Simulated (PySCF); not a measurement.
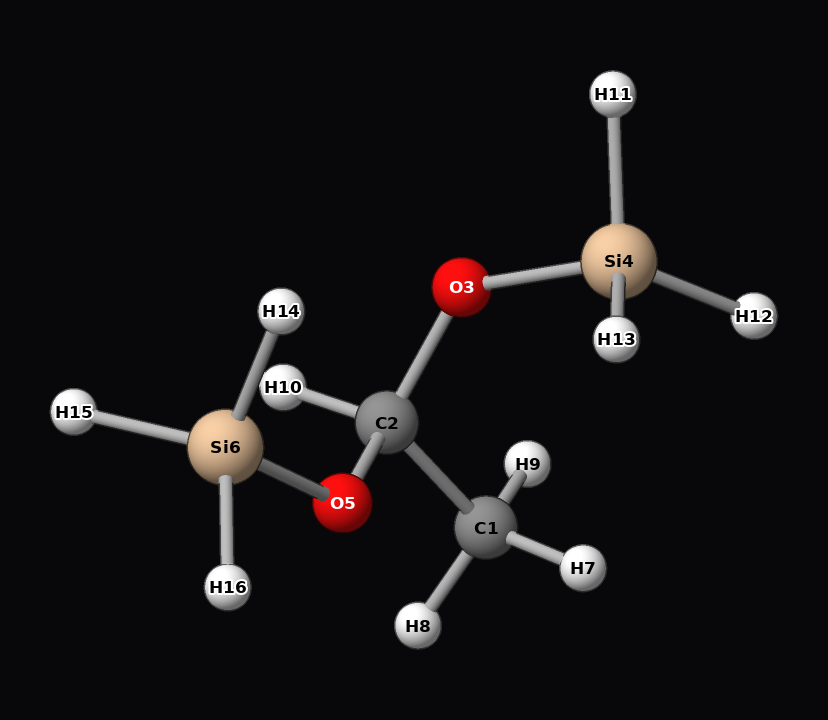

The questions are on isotropic NMR shieldings of the O atoms. The computed structure is the end point of a GFN2-xTB optimisation. No frequency run is at hand to confirm it as a minimum. Method: GIAO PBE0/pcSseg-1 NMR shielding, non-relativistic, gas phase (PySCF 2.14.0).

Give the isotropic NMR shieldings of the O atoms atom by atom.

| atom | σ (ppm) |
| --- | --- |
| O3 | 267.5 |
| O5 | 263.2 |

The geometry is semi-empirical. Around Si such bond lengths and angles can be off by a tenth of an ångström or more and by several degrees, and values that hang on the shape move with them.
